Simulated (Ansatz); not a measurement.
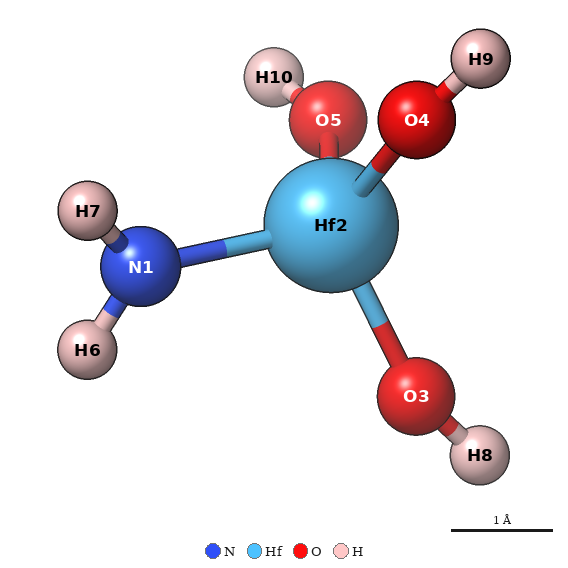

Orthographic view. Atoms fade into the background with distance from the viewer. The species is neutral and a spin singlet. The geometry was computed by an optimisation with PBE0-D4/def2-TZVP.

Give the geometry as a Z-matrix, atoms in numerical order, with these reference atoms: 2 to 1; 3 to 2, 1; 4 to 2, 3, 1; 5 to 2, 3, 1; 6 to 1, 2, 3; 7 to 1, 6, 2; 8 to 3, 2, 4; 9 to 4, 2, 3; 10 to 5, 2, 3.

```
N  
Hf   1   2.042
O    2   1.936   1   106.9
O    2   1.936   3   115.0   1   118.5
O    2   1.945   3   108.5   1  -119.9
H    1   1.010   2   125.5   3   -25.5
H    1   1.010   6   108.8   2  -175.4
H    3   0.951   2   156.0   4   -82.9
H    4   0.951   2   155.8   3    83.8
H    5   0.952   2   146.4   3   117.0
```
